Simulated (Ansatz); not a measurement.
# NiTe2 monolayer (2H): phonons and vibrational spectra, part 2 of 2

Wanted: phonon frequencies of NiTe2 monolayer (2H) and what follows from them.

Ansatz 0.2.0; DFT PBEsol, scalar-relativistic, plane waves, PAW.

So far. Step 4 (Relaxing to small forces for the phonons): The largest force component left is 0.0047 meV/Å, within the tolerances set. Step 5 (Linear response at the zone centre): Before it was imposed, the acoustic sum rule was missed by 2.9e-5 eV/Å². Small misses are needed for a sound result but don't prove that mesh and cutoff are converged. The lowest optical mode is real, 93.1 cm⁻¹.

## 6. The dispersion

Stability and thermal properties need the whole zone. Linear response on a 3×3×1 q mesh gives force constants as far as a supercell of that size would.

Input file input.yaml:

```yaml
crystal:
  lattice:
    - [3.6116013507, 0.0, 0.0]
    - [-1.8058006753, 3.127738518, 0.0]
    - [0.0, 0.0, 31.0]
  atoms:
    - { symbol: Ni, position: [0.3333333333, 0.6666666667, 0.3225806452] }
    - { symbol: Te, position: [0.6666666667, 0.3333333333, 0.3702086904] }
    - { symbol: Te, position: [0.6666666667, 0.3333333333, 0.2749526] }
  periodic: [true, true, false]
kpoints:
  mp_grid: { grid: [15, 15, 1] }
hamiltonian:
  xc: pbesol
scf:
  occupations: { method: methfessel_paxton, width: 0.15 }
output:
  eigenvalues: true
phonons:
  method: dfpt
  qmesh: [3, 3, 1]
  temperatures: { t_max: 1000, t_step: 50 }
  qpath:
    path:
      - [0.0, 0.0, 0.0]
      - [0.5, 0.0, 0.0]
      - [0.33333333, 0.33333333, 0.0]
      - [0.0, 0.0, 0.0]
    npoints: 10
```

Command:

```console
$ ansatz run input.yaml --threads 8 --pin off --max-ram 14336MiB --backend cpu --events-out ev --progress --plain --runs-dir out
```

Numbers of over 12 decimals in the logs are rounded to 6 here.

Output:

```text
[...]
Crystal: 3 atoms, lattice volume = 350.180 Å³
Basis set: ecut = 420 eV, 6727 PW (Γ), exchange–correlation on 50×50×432 points (8 copies of the dense FFT grid, shifted against one another)
Bands: 30, of which v1, the nominal top of the filled ones, is band 25 counted from 1 (24 counted from 0)
Symmetry: 12 space group operations
k-points: 27 of 225 (irreducible under 6 space group operations, time reversal used)
[...]
SCF iter   1: F=—  HF=-19608.145911 eV  |F-HF|=—  |Δ(HF+E_count)|=         —  Δρ=3.82e-3  dr2=2.83e-2  ethr=1.77e-3  ⟨swp⟩=14.3  Hψ=5449  notcnv=0
[...]
SCF iter  12: F=-19608.137470 eV  HF=-19608.137470 eV  |F-HF|=1.82e-11  |Δ(HF+E_count)|=   1.76e-9  S|Δr|=    0.00e0  Δρ=1.20e-8  dr2=7.06e-13  ethr=1.00e-12  ⟨swp⟩=15.7  Hψ=5734  notcnv=0
SCF 1 converged in 12 iterations: F = -19608.137470 eV  dr2 = 7.06e-13
[...]
phonons: the bands overlap, so this run is a metal and interpolates without the dipole-dipole term. If the crystal is really an insulator or semiconductor, its LO-TO splitting is missing
NSCF: frozen V_eff on 27 k-points
[...]
DFPT response loops at q = (0, 0, 0) (fractional): preconditioner auto → none (partly filled bands, converged f_vac=0.772); β = 0.50; Broyden in place of MSR1
[...]
SCF converged after 12 iterations
[...]
Free energy (F): -19608.137470 eV
[...]
Internal energy: -19608.137517 eV  (E = F + TS)
E sigma→0 (E₀):  -19608.137482 eV
Entropy (-TS):   0.000048 eV (0.016 meV/atom)
Fermi energy:    -4.071799 eV
[...]
--- Band table (eV; the first three rows and the last of 27) ---
  k-point 0: bands = [... 21 lower, -6.0169, -5.4163, -2.8553, -2.8553, -2.2430, -2.2430, -0.6767 (-0.6779°), -0.2472, ... 1 higher]
  k-point 1: bands = [... 21 lower, -6.0306, -5.3377, -3.2725, -3.0064, -2.6105, -2.2794, -0.5975 (-0.5988°), -0.1745, ... 1 higher]
  k-point 2: bands = [... 21 lower, -6.0770, -5.1611, -4.0632, -3.3929, -3.3871, -2.3749, -0.4025 (-0.4037°), 0.0303, ... 1 higher]
  k-point 26: bands = [... 21 lower, -6.4658, -6.1888, -6.1299, -5.1372, -4.6211, -2.4113, -0.4497, -0.2965, ... 1 higher]
  ° read free of the cell's end (the report's vacuum.weakly_bound_levels)
--- Phonons (Γ-DFPT): 6 representative perturbations + reference (Σ response iterations 30) ---
  ASR residual: 3.232e-5 → 0.000e0 eV/Å²; symmetrization residual: 8.364e-6 eV/Å²
[...]
ASR residual per site (eV/Å²): 2.25e-5 1.86e-5 3.23e-5
  Γ frequencies (cm⁻¹): 0.00 0.00 0.00 93.14 93.14 160.32 187.16 204.96 204.96
--- Phonons (arbitrary-q DFPT): 3 irreducible q on the 3×3×1 mesh ---
  q = [0.0000, 0.0000, 0.0000] (star 1, of the zone-centre solve; hermiticity 2.21e-6, symmetrization 2.73e-10, taken by the last average 9.67e-7): -0.00 0.00 0.00 93.14 93.14 160.32 187.16 204.96 204.96
  q = [0.0000, 0.3333, 0.0000] (star 6, 9 solved perturbations on 120 of 225 k-point pairs; hermiticity 1.48e-5, symmetrization 9.73e-10, taken by the last average 1.85e-6): 45.81 49.53 74.38 96.71 112.36 113.94 192.56 196.65 204.16
  q = [0.3333, 0.3333, 0.0000] (star 2, 6 solved perturbations in 498 linear systems a pass and spin channel, the states on 120 of 225 k-point pairs; hermiticity 1.43e-5, symmetrization 2.48e-6, taken by the last average 1.10e-6): 41.01 83.04 83.19 94.21 108.50 114.91 179.47 195.95 215.95
  sum rule: each row above includes the acoustic sum rule's correction from the zone centre's row sums; it moved no ω² by more than (0.32 cm⁻¹)²
  mesh force constants: q→R imaginary residual 0.00e0; ASR residual 3.232e-5 → 0.000e0 eV/Å²; symmetrization residual 6.217e-15 eV/Å²
  interpolated dispersion: 31 rows × 9 modes
  density of states and harmonic sums: on the 21×21×1 q-mesh, interpolated from the force constants of a 3×3×1 supercell (no non-analytic term)
  largest difference from the sums on the solved wave vectors: F 7.67e-2 eV, S 9.78e-5 and C_V 2.11e-5 eV/K
  zero-point energy: 0.067102 eV/cell   skipped modes (ω ≤ 0): 8, of them read as no rigid motion or as one in doubt: 5 (8.163e-2 modes/cell left out, lowest -9.60 cm⁻¹)   left out of the sums: 9.83e-3 of the cell's modes: C_V's classical limit lies that fraction below 3 k_B per atom; for a crystal, a wire or a layer, F and S can be off by more, and a phonons.interpolated_qmesh denser along its periods is the remedy for the sampling
```

Elapsed: 6.1 min, on 8 threads of Arm Neoverse V1, shared host; peak memory 3.4 GiB.

This step gave:

* sum-rule residual before enforcement: 3.23e-5 eV/Å²
* lowest frequency on the path: -9.670 cm⁻¹
* highest frequency on the path or at a solved wavevector: 216 cm⁻¹
* lowest mode on the q mesh (acoustic modes at Γ apart): 41.01 cm⁻¹

Frequencies (cm⁻¹) solved at each irreducible wavevector; negative means imaginary. Frequencies by wavevector, by row:

| q in reciprocal lattice units | star | mode 1 | mode 2 | mode 3 | mode 4 | mode 5 | mode 6 | mode 7 | mode 8 | mode 9 |
| --- | --- | --- | --- | --- | --- | --- | --- | --- | --- | --- |
| 0 0 0 | 1 | 0 | 0 | 0 | 93.1 | 93.1 | 160.3 | 187.2 | 205 | 205 |
| 0 0.3333 0 | 6 | 45.8 | 49.5 | 74.4 | 96.7 | 112.4 | 113.9 | 192.6 | 196.7 | 204.2 |
| 0.3333 0.3333 0 | 2 | 41 | 83 | 83.2 | 94.2 | 108.5 | 114.9 | 179.5 | 195.9 | 215.9 |

Interpolated from a 3×3×1 q mesh. Phonon branches along the path, in cm⁻¹:

| point | branch 1 | branch 2 | branch 3 | branch 4 | branch 5 | branch 6 | branch 7 | branch 8 | branch 9 |
| --- | --- | --- | --- | --- | --- | --- | --- | --- | --- |
| Γ | 0 | 0 | 0 | 93 | 93 | 160 | 187 | 205 | 205 |
| M | 50 | 70 | 71 | 94 | 108 | 110 | 193 | 197 | 206 |
| K | 41 | 83 | 83 | 94 | 108 | 115 | 180 | 196 | 216 |
| Γ | 0 | 0 | 0 | 93 | 93 | 160 | 187 | 205 | 205 |

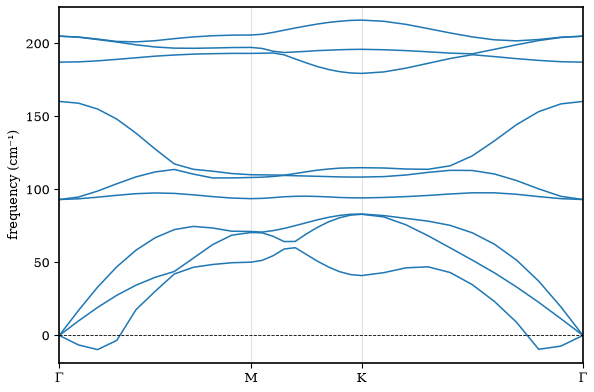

Phonon branches along the path.

The phonon density of states has structure finer than the step of the table below, so its rows give means over 10 cm⁻¹, whole bins alone (the curve runs from -9 to 217 cm⁻¹). Peaks (cm⁻¹: height): 47.0: 0.0745, 75.0: 0.111, 95.0: 0.261, 113.0: 0.266, 193.0: 0.260, 203.0: 0.116.

Tetrahedra on a 21×21×1 mesh, mean over bins of 2 cm-1. Interpolated from a 3×3×1 q mesh. Phonon density of states against wavenumber; means over each step:

| wavenumber (cm⁻¹) | phonon density of states (1/cm⁻¹/cell) |
| --- | --- |
| 0 | 0.00340 |
| 10 | 0.00631 |
| 20 | 0.0117 |
| 30 | 0.0180 |
| 40 | 0.0343 |
| 50 | 0.0659 |
| 60 | 0.0436 |
| 70 | 0.0609 |
| 80 | 0.0493 |
| 90 | 0.0295 |
| 100 | 0.0799 |
| 110 | 0.145 |
| 120 | 0.0196 |
| 130 | 0.00889 |
| 140 | 0.00720 |
| 150 | 0.00669 |
| 160 | 0.00350 |
| 170 | 0 |
| 180 | 0.0131 |
| 190 | 0.130 |
| 200 | 0.0951 |
| 210 | 0.0583 |

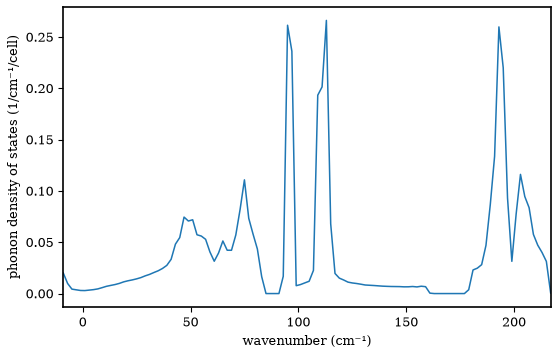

Phonon density of states, plotted against wavenumber.

The partial phonon density of states has structure finer than the step of the table below, so its rows give means over 10 cm⁻¹, whole bins alone (the curve runs from -19.7 to 232 cm⁻¹). Peaks (cm⁻¹: height): Ni 194.2: 0.170; Te 48.4: 0.0594, 75.4: 0.0705, 96.0: 0.176, 111.8: 0.194, 194.2: 0.0323.

Phonopy on the run's constants, 19x19x1 mesh, Gaussian sigma 2.0 cm-1. Interpolated from a 3×3×1 q mesh. Table of partial phonon density of states by wavenumber; means over each step; values in 1/cm⁻¹/cell:

| wavenumber (cm⁻¹) | Ni | Te |
| --- | --- | --- |
| -10 | 0.00136 | 0.00602 |
| 0 | 5.1e-4 | 0.00224 |
| 10 | 0.00115 | 0.00514 |
| 20 | 0.00209 | 0.00951 |
| 30 | 0.00327 | 0.0156 |
| 40 | 0.00568 | 0.0295 |
| 50 | 0.00994 | 0.0534 |
| 60 | 0.00671 | 0.0378 |
| 70 | 0.0110 | 0.0492 |
| 80 | 0.0108 | 0.0384 |
| 90 | 2.5e-4 | 0.0371 |
| 100 | 1.4e-4 | 0.0747 |
| 110 | 0.00356 | 0.130 |
| 120 | 0.00239 | 0.0268 |
| 130 | 0.00138 | 0.00757 |
| 140 | 8.8e-4 | 0.00621 |
| 150 | 4.5e-4 | 0.00605 |
| 160 | 8.0e-5 | 0.00364 |
| 170 | 2.7e-5 | 1.4e-5 |
| 180 | 0.0128 | 0.00175 |
| 190 | 0.102 | 0.0196 |
| 200 | 0.0806 | 0.0212 |
| 210 | 0.0399 | 0.0175 |
| 220 | 0.00360 | 0.00160 |

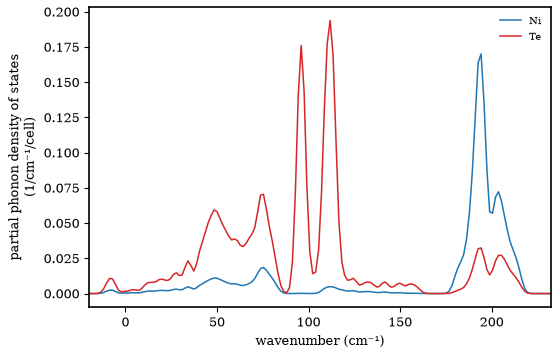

Partial phonon density of states, plotted against wavenumber.

Symmetry leaves 3 wavevectors to solve. The lowest mode among them, the acoustic zeros apart, lies at q = (0.333, 0.333, 0) and is real, 41.0 cm⁻¹. Between them the interpolated path dips to 10i cm⁻¹.

## 7. Isotope substitution, element Ni, natural mass 58.6934 amu

An isotope changes the mass and not the force constants, so no new electronic calculation is needed; the shifts show which modes move this element.

The same force constants with the mass of Ni changed from 58.693 to 63.928 u (phonopy, no LO-TO term). Both lists are sorted by frequency; levels can cross, so a row need not hold one and the same mode. Modes under 3 cm⁻¹ are left out. Isotope shifts, by row:

| q | rank | natural mass (cm⁻¹) | changed mass (cm⁻¹) |
| --- | --- | --- | --- |
| 0 0 0 | 4 | 93.14 | 93.14 |
| 0 0 0 | 5 | 93.14 | 93.14 |
| 0 0 0 | 6 | 160.3 | 160.3 |
| 0 0 0 | 7 | 187.2 | 180.8 |
| 0 0 0 | 8 | 205 | 198 |
| 0 0 0 | 9 | 205 | 198 |
| 0 0.3333 0 | 1 | 45.81 | 45.49 |
| 0 0.3333 0 | 2 | 49.53 | 49.16 |
| 0 0.3333 0 | 3 | 74.38 | 73.8 |
| 0 0.3333 0 | 4 | 96.71 | 96.71 |
| 0 0.3333 0 | 5 | 112.4 | 111.6 |
| 0 0.3333 0 | 6 | 113.9 | 113.9 |
| 0 0.3333 0 | 7 | 192.6 | 185.9 |
| 0 0.3333 0 | 8 | 196.7 | 189.8 |
| 0 0.3333 0 | 9 | 204.2 | 198.5 |
| 0.3333 0.3333 0 | 1 | 41.01 | 40.75 |
| 0.3333 0.3333 0 | 2 | 83.04 | 82.06 |
| 0.3333 0.3333 0 | 3 | 83.19 | 82.67 |
| 0.3333 0.3333 0 | 4 | 94.21 | 94.21 |
| 0.3333 0.3333 0 | 5 | 108.5 | 108.5 |
| 0.3333 0.3333 0 | 6 | 114.9 | 114.9 |
| 0.3333 0.3333 0 | 7 | 179.5 | 172.7 |
| 0.3333 0.3333 0 | 8 | 195.9 | 188.9 |
| 0.3333 0.3333 0 | 9 | 215.9 | 209.8 |

A mode of this element alone would shift by -4.18 %. The highest zone-centre frequency without the field goes from 205.0 to 198.0 cm⁻¹ (-3.4 %). The product of the frequency ratios over all optical modes at Γ is 0.902; the product rule, (m/m′)^(3k/2) (M′/M)^(3/2) with k = 1 such atoms and M the mass of the cell, gives 0.902.

## 8. Another isotope, element Te, natural mass 127.6 amu

The same for Te, from 127.60 to 129.91 u.

A mode of this element alone would shift by -0.89 %. The highest zone-centre frequency without the field goes from 205.0 to 204.6 cm⁻¹ (-0.2 %). The product of the frequency ratios over all optical modes at Γ is 0.969; the product rule, (m/m′)^(3k/2) (M′/M)^(3/2) with k = 2 such atoms and M the mass of the cell, gives 0.969.

## 9. Outcome

```json
{
  "space group after relaxation (within 0.01 Å)": "P-6m2",
  "area per atom": "3.77 Å²",
  "electronic character": "no gap on this mesh",
  "highest optical mode at the zone centre (no LO-TO term)": "205 cm⁻¹",
  "lowest optical zone-centre mode": "93.1 cm⁻¹",
  "lowest mode on the q mesh (acoustic modes at Γ apart)": "41.0 cm⁻¹",
  "highest frequency on the path or at a solved wavevector": "216 cm⁻¹",
  "imaginary modes on the 3×3×1 q mesh": "none"
}
```

In words: No mode is imaginary at the 3 irreducible wavevectors solved, but between them the interpolated path dips to 9.7i cm⁻¹, so stability is not settled. The optical modes at Γ span 93 to 205 cm⁻¹. The highest mode in this list at Γ, 205.0 cm⁻¹, is mostly motion of Ni (81 % of the kinetic energy). With no gap, or one that is small against the smearing, the frequencies hang on the k mesh and the smearing, most of all near Kohn anomalies. The phonon runs are without spin polarisation, although Ni often carries a moment. In a sheet or slab the interpolated bending branch near Γ is rough, since the rotational sum rule isn't imposed. Spin-orbit coupling is left out, which can matter for the heavy elements here. The starting cell was built on a prototype and not taken from a measurement. These are harmonic frequencies at zero temperature: anharmonic shifts, linewidths and thermal expansion are left out.

[Logs are printed without paths, hosts, clocks, repeated set-up lines and the standing remarks that a program may print on its own settings, such as how far it seeks lower states.]

[Hosts, paths, dates, database ids (printed as entryN), source tags and the programs' standing remarks are cut or masked in the printed files.]
